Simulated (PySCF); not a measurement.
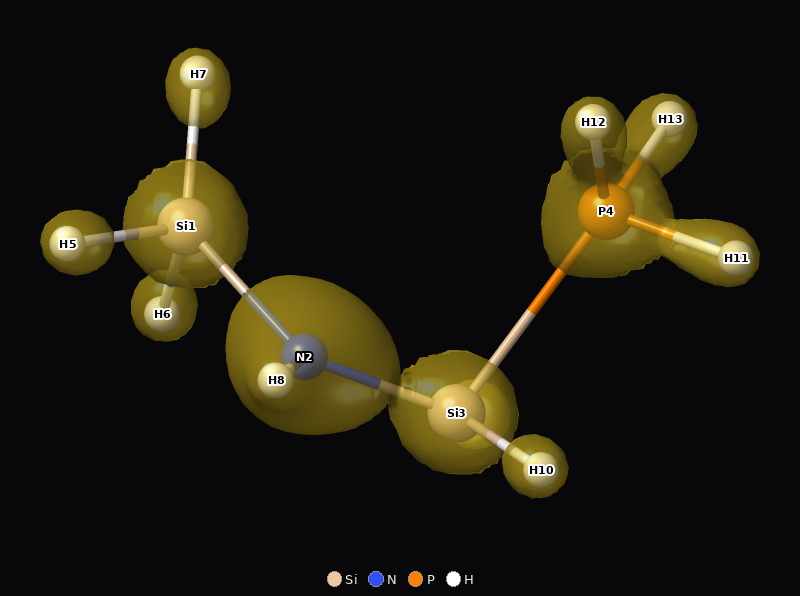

Figure. H₉NPSi₂ (SMILES [SiH3]N[SiH2][PH3+]) (charge +1). Isosurface of the total electron density at 1 e/Å³ (yellow), seen at a tilt.

Geometry: GFN2-xTB, MD frame at 250 fs, 600 K.

All numbers below come from PBE0/pcSseg-1, SCF density, gas phase, non-relativistic in PySCF 2.14.0.

Input

```
{"job": {"kind": "nmr", "xc": "PBE0", "basis": "pcSseg-1", "pop": false}, "charge": 1, "multiplicity": 1}
Si     1.436300    -0.628500     0.671100
N      0.325300     0.488800    -0.267300
Si    -1.167600     0.082000    -0.776100
P     -2.400000     0.049300     1.218700
H      2.598400     0.290900     0.604100
H      1.503400    -1.656000    -0.368400
H      1.400000    -1.200500     2.012000
H      0.654600     1.491700    -0.316300
H     -1.469800    -1.252200    -1.027700
H     -1.891500     1.386000    -1.009100
H     -3.580200     0.806400     1.006100
H     -2.132500     0.971800     2.230700
H     -2.997900    -0.948200     1.942100
```

Command:

```sh
OMP_NUM_THREADS=1 python probes_run.py task.json out
```

Question: What does this surface tell about the bonding?

Answer: At this value the surface falls into eight separate pieces. It bridges the sampled Si–N (1.63 Å) and N–H (1.06 Å) contacts, where the density stays above the isovalue. It is pinched off along the sampled Si–P (2.35 Å) and Si–N (1.83 Å) contacts. On the grid the lowest density along these lines, outside the cores, is 1.1 e/Å³ (Si–N, 1.63 Å), 0.45 e/Å³ (Si–P, 2.35 Å), 2 e/Å³ (N–H, 1.06 Å) and 0.69 e/Å³ (Si–N, 1.83 Å).
